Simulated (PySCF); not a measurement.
# Dy(CH3)2: how tightly the ligands are held

What does it cost to pull a ligand from Dy(CH3)2? It is a constructed species; whether it can be made isn't addressed.

Computed with PySCF 2.14.0. Level: PBE0, Dy lcecp-0-SVP with ECP56, C def2-SVP, H def2-SVP; scalar-relativistic core potentials, no spin–orbit coupling.

1 further run of the same task is left out (for a known fault of the program).

## 1. The system as given

9 atoms, charge 0, spin multiplicity 1.

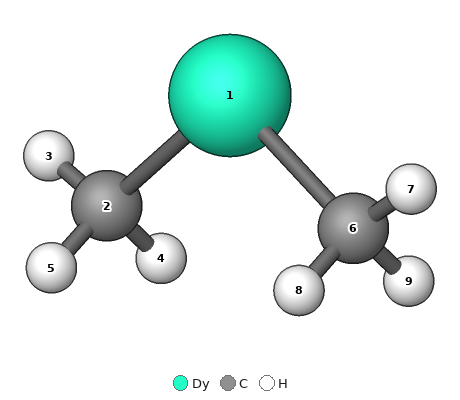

The geometry (dysprosium teal, carbon grey, hydrogen white); atoms are numbered from 1 in the order of the file.

Coordinates:

```mol
C2H6Dy
  3D, bonds by distance, orders not assigned

  9  8  0  0  0  0  0  0  0  0999 V2000
    0.0000    0.0000   -0.5738 Dy  0  0
    2.0813   -0.0000    0.8466 C   0  0
    3.0585   -0.0000    0.3255 H   0  0
    2.0897    0.8822    1.5176 H   0  0
    2.0897   -0.8822    1.5176 H   0  0
   -2.0813    0.0000    0.8466 C   0  0
   -3.0585    0.0000    0.3255 H   0  0
   -2.0897   -0.8822    1.5176 H   0  0
   -2.0897    0.8822    1.5176 H   0  0
  1  2  8  0
  1  6  8  0
  2  3  8  0
  2  4  8  0
  2  5  8  0
  6  7  8  0
  6  8  8  0
  6  9  8  0
M  END
```

Formal oxidation states: Dy +2. Each metal's 10 4f electrons lie in its core potential, so multiplicities, spins and levels count the valence alone. An earlier session relaxed this geometry at PBE0, Dy lcecp-0-SVP with ECP56, C def2-SVP, H def2-SVP (singlet, point group C2v).

## 2. CH3 taken off

The ligand (atoms 2, 3, 4, 5) keeps its formal charge and a closed shell where it can; ligand and rest are solved at the complex's geometry, in vacuum, with the settings of the relaxation.

```csv
part,charge,state,energy (Eh)
complex,0,singlet,-110.521708
ligand,-1,singlet,-39.716792
rest,1,singlet,-70.505079
```

It took 0.5 s on 2 threads of Arm Neoverse V2, shared host.

## 3. Rigid scan of CH3

Atoms 2, 3, 4, 5 move together along the line from atom 1; the distance is to the donor, the donors' midpoint or the ring centre. Each point starts from the density of the one before.

```csv
distance (Å),energy from the relaxed point (eV)
2.22,0.406
2.32,0.160
2.42,0.036
2.52,0.000
2.62,0.028
2.72,0.101
2.92,0.332
3.22,0.770
3.62,1.360
4.12,1.989
```

Run time: 9.9 s. Hardware: 2 threads of Arm Neoverse V2, shared host.

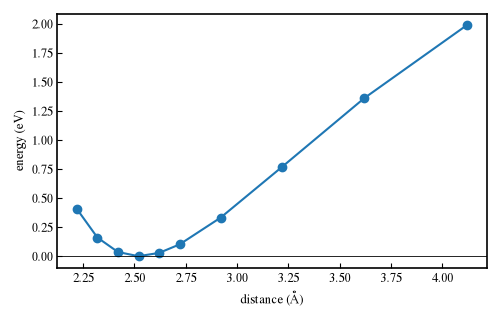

Energy along the rigid scan of CH3.

## 4. Outcome

| quantity | value |
| --- | --- |
| taking off CH3 | 8.16 eV |
| stiffness of the CH3 contact | 6.4 eV/Å² |

**Reading.** Taking off CH3 as a fragment of charge -1 costs 8.16 eV, much of it the attraction of the two charges. Near 2.52 Å the CH3 contact has a stiffness of about 6.4 eV/Å², and the energy stands 1.99 eV higher at 4.12 Å. The free anion is solved without diffuse functions, no counterpoise correction is made, and the parts aren't relaxed; each of these makes the binding look larger. The bases are small and lack diffuse functions. Spin–orbit coupling is left out.
